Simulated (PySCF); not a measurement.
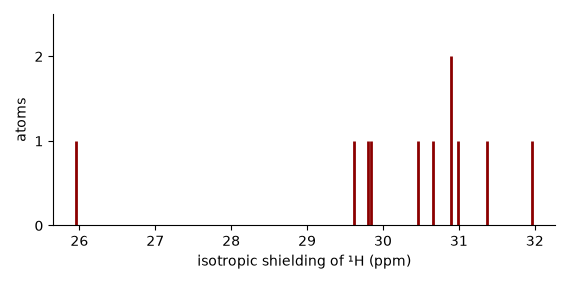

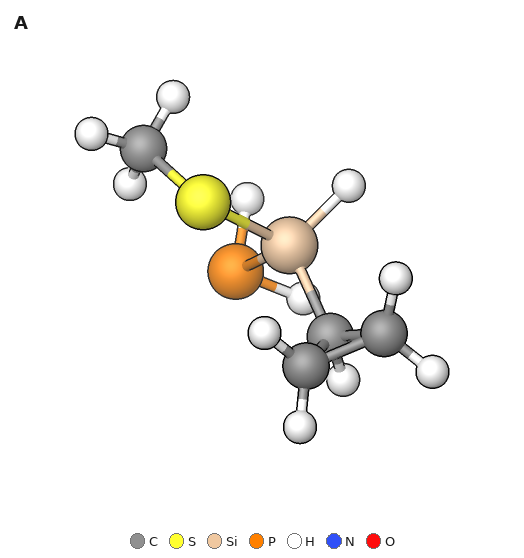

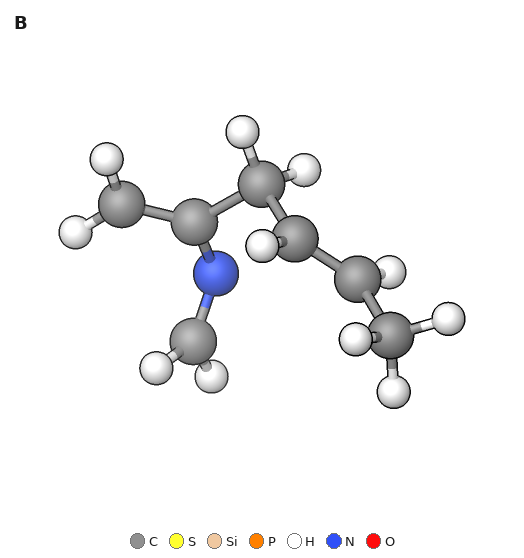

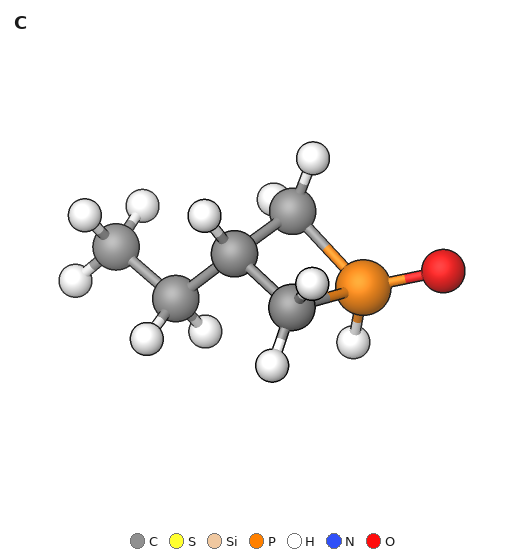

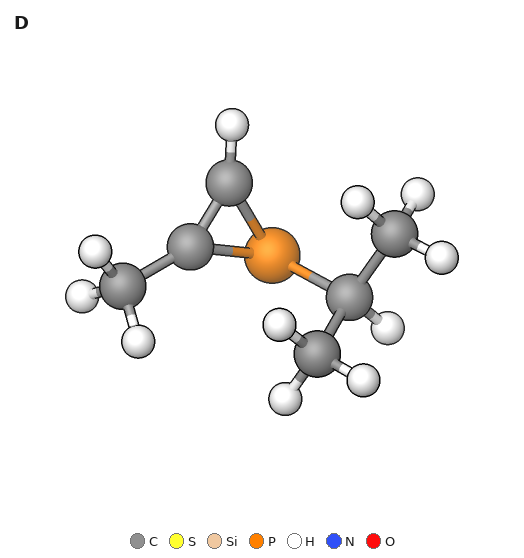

The sticks are computed shieldings of one of the molecules, for one fixed geometry (GFN2-xTB) without averaging over rotations. Low shielding means a high chemical shift. Method: GIAO PBE0/pcSseg-1 NMR shielding, non-relativistic, gas phase (PySCF 2.14.0).

Match the spectrum to a structure.

Answer. A, `CS[Si@H](P)C1CC1`. Its 11 H atoms give lines at 25.96, 29.62, 29.80, 29.85, 30.46, 30.66, 30.89 (2 atoms), 30.98, 31.37, 31.97 ppm.

The geometry is semi-empirical. Around P, Si such bond lengths and angles can be off by a tenth of an ångström or more and by several degrees, and values that hang on the shape move with them.
